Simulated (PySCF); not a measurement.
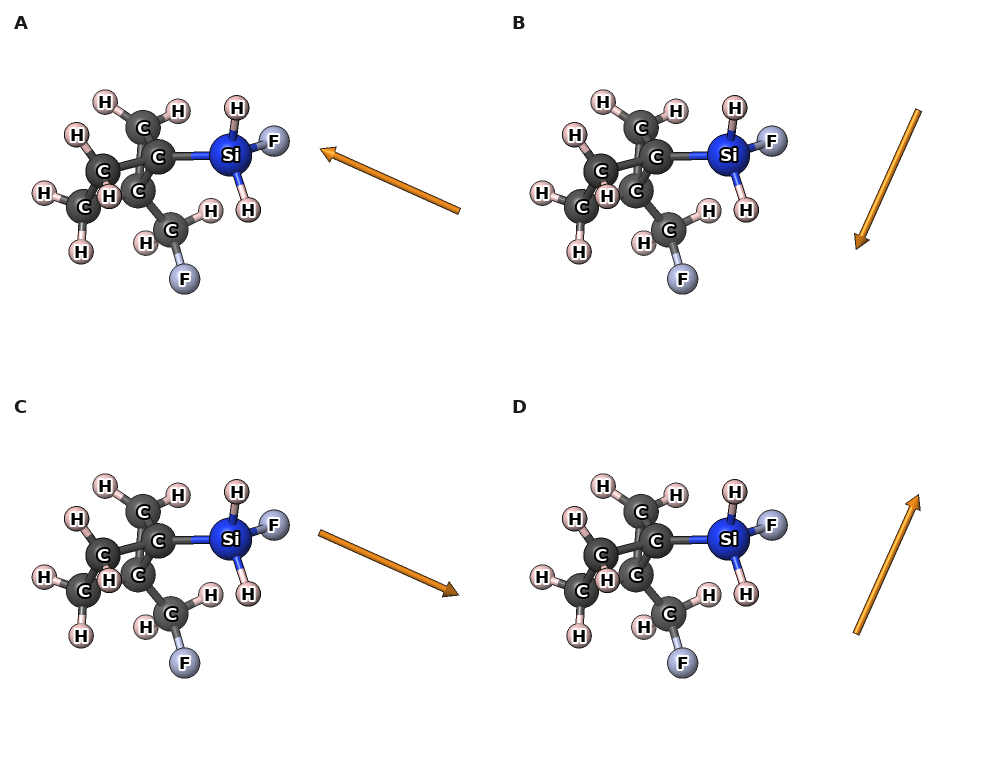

The same molecule four times, each with an arrow. The geometry was computed by an optimisation with GFN2-xTB. No frequency run is at hand to confirm it as a minimum. Level of theory: PBE0/pcSseg-1, gas phase (PySCF 2.14.0).

**Which arrow points along the dipole moment, from the negative to the positive end?**

A. The dipole moment is 2.30 D.

The geometry is semi-empirical. Around Si such bond lengths and angles can be off by a tenth of an ångström or more and by several degrees, and values that hang on the shape move with them.
